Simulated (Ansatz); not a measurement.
## TiC, pressure series

The parent structure is TiC in the rock salt structure (space group Fm-3m, No. 225; a = 4.333 Å).

Cell and atoms are relaxed at each pressure.

The values are results of PBE/PAW in Ansatz (a quantum-chemistry and plane-wave program), without spin-orbit coupling, not measurements.

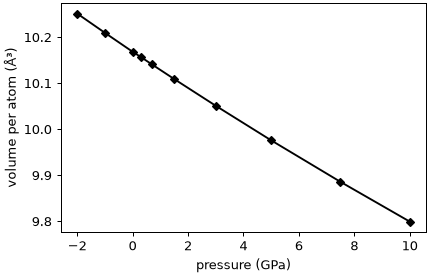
Volume per atom against pressure

### Question
From the plot, what is the volume per atom for pressure 5 GPa?

### Answer
About 9.98 Å³.

### Question
Is the trend monotonic over the range shown?

### Answer
Yes, it falls throughout, spanning 9.80 Å³ to 10.25 Å³.

Load acts through the strain it causes; cell and atoms are relaxed under it. Whether these cells are dynamically stable was not tested. No other phases were tried under pressure. The base started in Pnma and relaxed to Fm-3m at this level. All final runs are without spin polarisation.
